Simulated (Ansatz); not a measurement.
Partial pair distribution functions of a relaxed model of amorphous Si24O51Al2, broadened by 0.06 Å; density 2.16 g/cm³. Level of theory: PBE, scalar-relativistic without spin-orbit coupling (plane waves to 420 eV, PAW; Ansatz, a quantum-chemistry and plane-wave program).

It comes from a melt-quench run on a machine-learned potential (CHGNet), relaxed afterwards by DFT. O atoms were pushed apart under 1.9 Å during the dynamics, to hinder bonds among them. The hot cell started wider than the set density and was brought back towards it in steps. It is the lowest in DFT energy of 2 quenches. It is a model cell: composition and starting density were chosen by hand, and all elements were melted together. No dispersion term was used. Its density started from a set value of 2.24 and ended at 2.16 g/cm³. The quench (nominally 320 K/ps over its main leg) was far faster than any real one, so the model tends to hold more defects than a real film. One small periodic cell is one sample of the glass; other quenches scatter about these values. The volume was free in the relaxation, at fixed shape. Stress components on the final sampling reach 1.2 GPa.

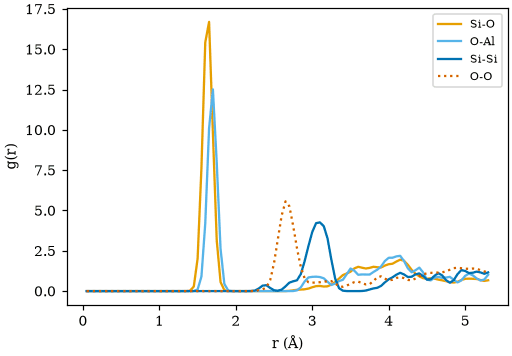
Figure: Partial pair distribution functions

Highest peaks under 4.5 Å: Si-O near 1.65 Å, O-Al near 1.70 Å, Si-Si near 3.10 Å, O-O near 2.65 Å; pairs of few atoms are noisy.

Within 1.90 Å each Si has 4.00 O neighbours on average.
